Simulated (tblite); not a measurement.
**Molecular dynamics, with input and output: C4H10O2 (part 2 of 2)**

Continued. System: C4H10O2 (1,3-butanediol). Method: GFN2-xTB Langevin dynamics, gas phase (tblite 0.8.0). 

Trajectory as extended XYZ, continued
```
16
Properties=species:S:1:pos:R:3:forces:R:3 step=23 time_fs=575.0 energy=-592.42360 temperature=279.6
C    -2.6947    0.4015    0.4341    1.5385  -0.2111  -1.1649
C    -1.3466   -0.1948    0.9673   -0.9221   1.1152  -0.2298
O    -0.8736    0.5138    2.1013    0.1062  -0.3342  -0.1924
C    -0.3714   -0.3631   -0.1594    1.2152   1.6081  -1.2572
C     0.6545   -1.4061    0.1674    1.5725  -0.2227   0.4975
O     1.4764   -0.9239    1.2122    0.3551  -0.1829   0.0463
H    -3.1739    0.8527    1.2539   -0.8115   0.5388   0.6311
H    -3.2499   -0.3898   -0.0120   -0.7059  -0.7606   0.2033
H    -2.5811    1.0773   -0.4385    0.3761   0.1792   0.9045
H    -1.5244   -1.1973    1.2978   -0.5212  -0.6224   0.7412
H    -0.5245    1.3697    1.8344   -0.0513   0.0787  -0.1450
H     0.1984    0.6072   -0.4020   -0.9173  -1.0980   0.2593
H    -0.9331   -0.6771   -1.0231   -0.1259   0.0202  -0.5152
H     0.1301   -2.2964    0.5448    0.2437  -0.3261  -0.5014
H     1.4383   -1.6185   -0.6103   -1.2105  -0.0491   0.2179
H     0.8834   -0.6858    1.9246   -0.1416   0.2669   0.5046
16
Properties=species:S:1:pos:R:3:forces:R:3 step=24 time_fs=600.0 energy=-592.40441 temperature=283.5
C    -2.6388    0.4882    0.4659    1.0522  -1.6606  -0.1473
C    -1.3457   -0.2318    0.9870   -0.1203   0.2392  -1.0258
O    -0.7079    0.4420    2.0686   -0.0782   0.1324  -0.7714
C    -0.4072   -0.3811   -0.2504    1.5972   0.6156   1.8505
C     0.7212   -1.3844    0.1058   -0.6951   0.6532   1.8929
O     1.5341   -0.9074    1.1590   -0.9657   0.9420   1.3169
H    -3.2571    0.6750    1.3094   -0.5761   0.5210   0.2671
H    -3.0939   -0.2179   -0.2192   -0.4979  -0.4003   0.2617
H    -2.4425    1.3003   -0.2025    0.3544   0.9521   0.4161
H    -1.5861   -1.2496    1.3624   -0.1023   0.6207  -0.0315
H    -0.2928    1.2402    1.6903   -0.2612  -0.2500   0.3229
H     0.0050    0.6224   -0.4826    0.0347  -0.4632   0.1011
H    -0.9309   -0.7101   -1.0825   -1.0096  -0.7182  -1.4018
H     0.2412   -2.2859    0.4951   -0.2316  -0.4134  -0.3488
H     1.4726   -1.6345   -0.5774    0.4595  -0.2495  -1.8066
H     0.9033   -0.5508    1.8676    1.0401  -0.5210  -0.8960
16
Properties=species:S:1:pos:R:3:forces:R:3 step=26 time_fs=650.0 energy=-592.44531 temperature=272.0
C    -2.5590    0.5599    0.6541    1.3905   0.0070   1.3915
C    -1.3082   -0.2751    0.9296    0.6188  -0.2609  -0.5754
O    -0.6086    0.2619    2.0461   -0.1901  -1.1049   0.3390
C    -0.3442   -0.4110   -0.2871   -0.6413  -2.4273   0.1850
C     0.9024   -1.3061    0.0379    0.8305   1.1318  -0.6901
O     1.7347   -0.8401    1.0896   -2.2112   1.0186   0.8785
H    -3.1871    0.3336    1.5062   -0.4669   0.5194  -0.0767
H    -3.0240    0.3457   -0.2527   -0.7031  -0.5215  -1.2830
H    -2.2116    1.5832    0.6409   -0.3879   0.4785   0.0812
H    -1.6359   -1.2687    1.2432    0.2444  -0.1569   0.0742
H    -0.4453    1.1863    1.9370    0.0580   0.9184  -0.3014
H    -0.0745    0.5595   -0.6346    0.2985   0.5138  -0.3783
H    -0.8693   -1.0394   -1.0802    0.3923   1.1954   0.6791
H     0.6334   -2.3381    0.1998   -0.5223  -0.4026   0.3877
H     1.5574   -1.3297   -0.8662   -0.3177   0.1622   0.3215
H     1.0481   -0.3828    1.7295    1.6075  -1.0709  -1.0330
16
Properties=species:S:1:pos:R:3:forces:R:3 step=27 time_fs=675.0 energy=-592.32930 temperature=270.7
C    -2.4803    0.5448    0.6158    1.0593  -1.2008  -0.4345
C    -1.2078   -0.2972    1.0004   -0.1892   0.5573  -1.4630
O    -0.5539    0.1906    2.1437   -0.0826   0.5958  -0.3108
C    -0.2406   -0.3914   -0.2633   -0.1134   0.4234   0.9308
C     0.9012   -1.3509    0.0903    2.1467   0.8791  -0.0747
O     1.7883   -0.7055    1.0853   -0.0480  -1.2985  -2.7879
H    -3.2033    0.4324    1.3914   -0.4906   0.0222   0.5566
H    -2.9096    0.0684   -0.3079    0.4903   1.0239   0.7368
H    -2.1921    1.5986    0.5579   -0.2696  -0.3240  -0.5156
H    -1.5027   -1.2937    1.2712   -0.3025  -0.6215   0.1224
H    -0.3222    1.1221    1.9716   -0.0029  -0.3825   0.1657
H     0.1004    0.6683   -0.4169    0.0088  -1.1123  -0.2852
H    -0.7447   -0.8091   -1.1413   -0.1284   0.4355   0.2702
H     0.5111   -2.2579    0.4838   -0.6628  -0.7401   0.8462
H     1.5488   -1.7819   -0.7535   -0.6257   1.4494   0.6689
H     1.2539   -0.7132    1.8476   -0.7895   0.2931   1.5741
16
Properties=species:S:1:pos:R:3:forces:R:3 step=29 time_fs=725.0 energy=-592.40038 temperature=380.3
C    -2.3696    0.5666    0.7128    1.3439   1.2260   3.2678
C    -1.1438   -0.3318    1.2028   -0.3463   0.4908  -0.6419
O    -0.4799    0.1298    2.3859   -0.5156  -0.1645  -0.4133
C    -0.1343   -0.3860    0.0103   -0.0538  -0.9449   0.3300
C     1.0652   -1.3108    0.3053   -0.7579  -0.3356   0.8775
O     1.9533   -0.7982    1.2392    0.3277   0.6733   0.7489
H    -2.9623    1.0698    1.5652    1.0787  -0.9253  -0.6103
H    -3.0673   -0.0639    0.2903   -1.0560  -0.8832  -1.5261
H    -2.0029    1.4332    0.1613   -0.1414  -0.5683  -0.4688
H    -1.4657   -1.3724    1.4418    0.0093   0.6938  -0.0781
H    -0.5334    1.0889    2.4478    0.0015   0.0153  -0.1780
H     0.2207    0.6043   -0.1570    0.4119   0.8118  -0.1699
H    -0.6033   -0.7389   -0.9103   -0.2394   0.0094   0.2120
H     0.7046   -2.2846    0.6596   -0.4830  -0.1647   0.2387
H     1.6818   -1.5755   -0.5164    0.3813   0.2855  -1.3055
H     1.4488   -0.4588    2.0045    0.0390  -0.2193  -0.2829
16
Properties=species:S:1:pos:R:3:forces:R:3 step=30 time_fs=750.0 energy=-592.39277 temperature=319.2
C    -2.3013    0.5589    0.8439   -1.0039   1.7248   1.2490
C    -1.1532   -0.2564    1.2918    0.9741  -2.5618  -0.9245
O    -0.5344    0.2031    2.4202    1.0124   0.7116   2.2218
C    -0.1269   -0.4002    0.1317   -0.2564  -0.4295  -1.5909
C     1.1023   -1.3580    0.3795   -1.7394   0.2839   0.6154
O     1.9734   -0.8870    1.3462    1.1168   0.0442  -0.5378
H    -2.8699    0.9014    1.7394    0.0480  -0.4991  -0.3138
H    -2.9969    0.0574    0.2013    0.0238  -0.0603  -0.4667
H    -1.9246    1.5159    0.4581   -0.1452  -0.3723  -0.5485
H    -1.4273   -1.3409    1.5734   -0.1123   1.2235  -0.3212
H    -0.5616    1.1576    2.6402   -0.2792  -0.5234  -0.8379
H     0.2104    0.6074   -0.1593    0.2137  -0.2942   0.2481
H    -0.7085   -0.7780   -0.7817    0.7822   0.2478   1.1329
H     0.6885   -2.3479    0.6929    0.1671   0.3059  -0.3052
H     1.7247   -1.4537   -0.4839    0.0212  -0.1653  -0.8420
H     1.4802   -0.6625    2.1103   -0.8230   0.3642   1.2214
16
Properties=species:S:1:pos:R:3:forces:R:3 step=31 time_fs=775.0 energy=-592.47391 temperature=340.8
C    -2.2502    0.6035    0.9459   -2.2036   0.7203  -1.5665
C    -1.1228   -0.2545    1.3564    0.9713  -1.0569  -0.4100
O    -0.5218    0.3332    2.5119   -0.0716  -1.5697   0.2021
C    -0.1282   -0.4356    0.1732    0.6721   1.7497  -0.0780
C     1.0271   -1.4184    0.4871   -0.2797   0.2028  -1.0673
O     1.9333   -0.9766    1.4326   -0.6611   0.7078   1.9049
H    -2.8707    0.8207    1.7945   -0.2750   0.1285   0.5500
H    -2.9809    0.2057    0.1621    1.2641   0.1088   0.8517
H    -1.8860    1.5570    0.5610    0.0514   0.0146  -0.0438
H    -1.4848   -1.2758    1.6369    0.2974   0.7029   0.2174
H    -0.1508    1.1878    2.3401    0.1204   0.6616  -0.5243
H     0.3203    0.6238   -0.0464   -0.5126  -1.6430   0.3599
H    -0.6542   -0.7153   -0.7640    0.2273  -0.0854   0.7728
H     0.5628   -2.3991    0.7735    0.5086   0.4294  -0.3710
H     1.6866   -1.4474   -0.4140   -0.7240  -0.6568   0.2713
H     1.4297   -0.6959    2.2574    0.6152  -0.4146  -1.0692
16
Properties=species:S:1:pos:R:3:forces:R:3 step=33 time_fs=825.0 energy=-592.23299 temperature=318.7
C    -2.1924    0.8670    1.0225   -1.6983   0.6217  -0.5073
C    -1.1054   -0.0099    1.5112    1.6242   0.8028  -0.4663
O    -0.2982    0.5498    2.5294   -0.4849   1.4436   0.3978
C    -0.1952   -0.4011    0.3350   -1.1639  -0.9820   0.6057
C     0.7303   -1.5378    0.7530    0.2815   0.7587   1.7962
O     1.7872   -1.0650    1.6308   -1.0294  -0.4202  -0.6560
H    -2.9276    1.1236    1.7943    0.4208   0.2348  -0.0973
H    -2.7281    0.3465    0.2641   -0.9631  -1.3722  -0.2925
H    -1.9693    1.6866    0.3640    1.0519   1.1673   0.7166
H    -1.5550   -0.9044    1.8614   -0.3343  -0.9473   0.8582
H    -0.3219    1.5412    2.4233    0.1554  -1.3508   0.1310
H     0.2647    0.4535   -0.0732    1.0008   0.8776  -0.2729
H    -0.9001   -0.7590   -0.3892   -0.1470  -0.5262  -0.8326
H     0.1278   -2.2427    1.3847    0.3593   0.0250  -0.8806
H     1.1596   -1.9838   -0.1169    0.4750  -0.4795  -0.2711
H     1.2864   -0.7227    2.3942    0.4520   0.1466  -0.2289
16
Properties=species:S:1:pos:R:3:forces:R:3 step=34 time_fs=850.0 energy=-592.30664 temperature=283.6
C    -2.2268    0.9887    1.0774   -0.5246   0.7838  -0.1569
C    -1.0912    0.0688    1.5632   -0.1733  -0.2800  -1.1266
O    -0.2894    0.7253    2.5053   -0.1093  -1.8067   1.2346
C    -0.2066   -0.4748    0.3693   -2.0795  -0.1436   0.8632
C     0.6974   -1.6197    0.8090   -0.1998   0.6618   1.7336
O     1.7555   -1.2360    1.7171   -1.0050   1.1042  -0.3813
H    -2.8005    1.3576    1.9735    0.4445  -0.4224  -1.0478
H    -2.8968    0.6368    0.2787   -0.0507  -0.9851   0.9129
H    -1.8712    1.8510    0.5023    0.7342   0.2984   0.7290
H    -1.4974   -0.7960    2.1119   -0.0597   0.2083  -0.1463
H    -0.0337    1.5852    2.2754    0.2794   1.7513  -0.8907
H     0.4178    0.3301    0.0997    0.7262   0.9914  -0.7443
H    -0.9264   -0.7203   -0.4738    1.0996  -0.0690   0.8955
H     0.1506   -2.4141    1.3236   -0.2824  -0.0868  -0.1862
H     1.1524   -1.9734   -0.0574    0.9869  -0.9814  -1.4123
H     1.4582   -0.3978    2.1611    0.2134  -1.0242  -0.2763
16
Properties=species:S:1:pos:R:3:forces:R:3 step=36 time_fs=900.0 energy=-592.20269 temperature=316.3
C    -1.9849    1.2018    1.0741   -0.3658  -0.6064  -1.5172
C    -0.9697    0.1740    1.5906   -0.2312  -0.4959  -0.7053
O    -0.0410    0.7384    2.4586    0.9606   1.2812  -0.9005
C    -0.3304   -0.5556    0.3620   -0.1311   1.2954   0.3548
C     0.4577   -1.7519    0.7923    1.3519  -0.9245  -1.3032
O     1.5149   -1.3594    1.6068    0.6629  -0.4640   1.4305
H    -2.2425    1.8305    1.8627   -0.5409   1.0208   1.4046
H    -2.8554    0.5857    0.8198   -0.0491   0.5424  -0.2569
H    -1.7521    1.8862    0.2081    0.3310  -1.1221   0.7403
H    -1.5838   -0.5831    2.1718    0.8681   0.6681  -0.2769
H     0.4588    1.4194    1.8978   -0.6851  -1.1852   1.1720
H     0.2681    0.1746   -0.2519   -0.4996  -0.7469   0.6167
H    -1.1810   -0.9063   -0.1606   -0.7159  -0.2119  -1.1203
H    -0.1993   -2.4913    1.2099   -0.4313  -0.3392   0.8035
H     0.9255   -2.3434   -0.0968   -0.4493   1.1900   0.9276
H     1.2930   -1.3470    2.5776   -0.0753   0.0983  -1.3697
16
Properties=species:S:1:pos:R:3:forces:R:3 step=37 time_fs=925.0 energy=-592.52158 temperature=521.4
C    -1.8418    1.4425    1.1653   -0.2342   0.7556  -0.3425
C    -1.0043    0.2611    1.5525    0.7724  -1.2026   0.5878
O     0.1325    0.6966    2.3313   -1.1377  -0.7613   0.2813
C    -0.5351   -0.5890    0.3326    0.2992   0.0893   1.2140
C     0.3191   -1.7955    0.7419    1.2978  -0.8421   0.3771
O     1.5617   -1.4473    1.4793   -1.9858  -0.1596  -1.2208
H    -1.7724    2.1768    1.9697   -0.4006  -0.1565   0.1386
H    -2.8815    1.1081    1.0203    0.5039   0.5069  -0.1733
H    -1.4217    1.9795    0.2938   -0.4424  -0.5309   0.0949
H    -1.5836   -0.3987    2.2430    0.4021   0.3932  -0.2710
H     0.7376    1.1093    1.7385    0.6379   0.6916  -0.6582
H     0.1125    0.0373   -0.2494    0.2061   0.4512  -0.6388
H    -1.4100   -0.8791   -0.2346    0.0044  -0.1926  -0.1259
H    -0.2197   -2.5475    1.3271   -0.3381   0.4136   0.5465
H     0.6081   -2.4263   -0.1333    0.2539   0.9111   0.1896
H     1.2724   -0.7373    2.0848    0.1612  -0.3670   0.0006
16
Properties=species:S:1:pos:R:3:forces:R:3 step=39 time_fs=975.0 energy=-592.39806 temperature=373.0
C    -1.6402    1.7895    1.2332    0.0340  -0.3414   0.3877
C    -0.8802    0.5112    1.5721   -0.8780  -0.2869   1.3507
O     0.3258    0.8454    2.1774    0.8596  -0.2224   0.2236
C    -0.7988   -0.4759    0.4315   -0.2580  -1.9226  -0.0391
C    -0.0323   -1.7893    0.8702   -0.7903   1.3679   1.3928
O     1.3101   -1.4992    1.0482    1.1909  -0.1096   1.4401
H    -1.4379    2.5910    1.9314    0.0169  -0.1115   0.5634
H    -2.6892    1.5550    1.2735   -0.3564   0.2753  -0.5207
H    -1.2640    2.1614    0.3074   -0.2870   0.1048  -0.9846
H    -1.3676   -0.0472    2.4020   -0.2766   0.3602  -0.2121
H     0.8205    1.4073    1.5840    0.3529   0.1896  -0.3059
H    -0.2896   -0.0802   -0.4247    0.4636   0.3016  -0.3990
H    -1.7838   -0.8431    0.0728    0.2519   0.6105   0.4430
H    -0.4196   -2.2296    1.8333   -0.2486   0.4923  -0.8558
H    -0.1167   -2.5218    0.1203   -0.1584  -0.9122  -1.1506
H     1.4473   -1.3764    2.0246    0.0835   0.2045  -1.3334
16
Properties=species:S:1:pos:R:3:forces:R:3 step=40 time_fs=1000.0 energy=-592.32128 temperature=242.9
C    -1.6539    1.8098    1.1973   -0.4115   0.2230   0.8110
C    -0.8457    0.6063    1.6844   -1.1361  -1.1327   0.4162
O     0.4607    0.9065    2.0847    0.1105  -0.1353   0.1387
C    -0.9013   -0.3789    0.4941    2.3755  -1.0450   0.3283
C    -0.1708   -1.7513    0.8597   -0.5839   0.5915   0.1935
O     1.2042   -1.5502    0.8781    0.3854  -1.4202  -0.8329
H    -1.7919    2.5308    2.0210    0.3930   0.0155  -0.5276
H    -2.6667    1.4157    1.0151    0.4460   0.4190  -0.4712
H    -1.1664    2.2728    0.3005   -0.6967  -0.3768   0.8952
H    -1.2607    0.0943    2.6257    0.1039   0.8641  -1.1782
H     0.9479    1.2473    1.3366    0.2084   0.4283  -0.3660
H    -0.2974    0.1505   -0.2897   -0.3799  -0.7692   0.1927
H    -1.8511   -0.6154    0.0812   -0.8635   0.1505   0.1060
H    -0.4739   -2.1394    1.8736   -0.2277   0.4335  -0.7237
H    -0.3135   -2.5419    0.1240   -0.4720   0.0678  -0.1141
H     1.2753   -0.6992    1.2374    0.7488   1.6858   1.1323
```

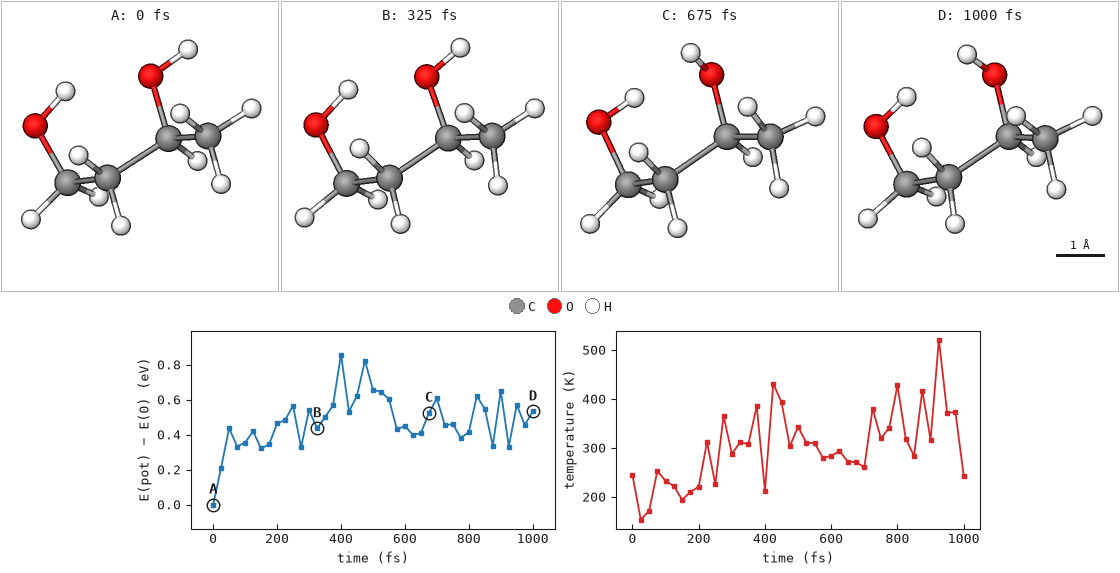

*Frames of the molecular dynamics (ball-and-stick, seen at a tilt) above the curves, on which the letters mark them.*

The trajectory kept here has 41 frames over 1000 fs. The temperature starts at 244 K, ranges from 154 to 521 K and averages 330 K over the second half. The potential energy ends 0.532 eV above its first value. After an unweighted best fit of the last frame on the first, the root-mean-square displacement is 0.34 Å, and H11 has moved furthest (1.15 Å).

The run was set up as follows.

Input file
```
{"job": {"kind": "md", "xc": "GFN2-xTB", "basis": "xTB", "temperature": 300, "steps": 2000, "every": 50}, "charge": 0, "multiplicity": 1}
C     -1.979403     0.338588    -0.177498
C     -0.620359    -0.174256     0.295769
O     -0.180677     0.539483     1.442211
C      0.438842    -0.015414    -0.799093
C      1.808692    -0.548242    -0.369916
O      2.460209     0.297091     0.539275
H     -2.729955     0.211108     0.601820
H     -2.301906    -0.207386    -1.059538
H     -1.908903     1.395973    -0.423282
H     -0.708247    -1.244392     0.553173
H     -0.888812     0.547391     2.094369
H      0.538932     1.043502    -1.042934
H      0.103533    -0.552074    -1.686663
H      1.688986    -1.556618     0.058988
H      2.467311    -0.623205    -1.239636
H      1.804158     0.557395     1.201543
```

The first line tells a small driver script what to run in tblite; the rest is the geometry in Å.

Command:
```bash
OMP_NUM_THREADS=1 python <driver script> task.json out
```

Results in brief

```json
{"quantity": "outcome", "value": "finished"}
{"quantity": "mean temperature over the second half", "value": "330 K"}
{"quantity": "trajectory", "value": "41 frames kept, 1000 fs"}
{"quantity": "hardware", "value": "1 CPU thread, shared host"}
{"quantity": "wall time", "value": "28 s"}
{"quantity": "peak memory", "value": "0.18 GiB"}
```
